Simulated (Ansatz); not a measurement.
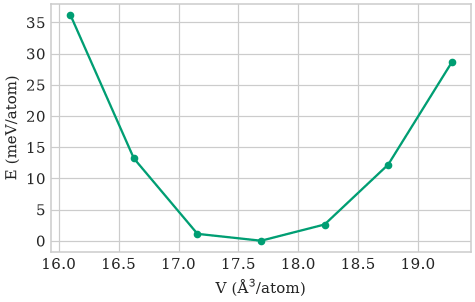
*SiGe in space group P-6m2 (No. 187; Ge on 1a, Si on 1f) under volume change, PBEsol in the plane-wave PAW code Ansatz, shape and atoms relaxed at each volume.*

Problem. What does a third-order Birch–Murnaghan fit give for V₀, B₀ and B′?

Solution. V₀ = 17.66 Å³/atom, B₀ = 72.8 GPa, B′ = 5.6.

A made-up cell: these elements were put on the sites of a structure type; neither database checked (COD, Materials Project) lists it. Its standing as an ambient phase is unchecked. The cell was relaxed with PBEsol under the symmetry of its start; its stability against distortions is not shown here.

Potentials: the earlier of the program's two PAW sets. The files were generated under PBE; for other functionals the program regenerates the frozen cores, and for LDA and PBEsol the local potential too.
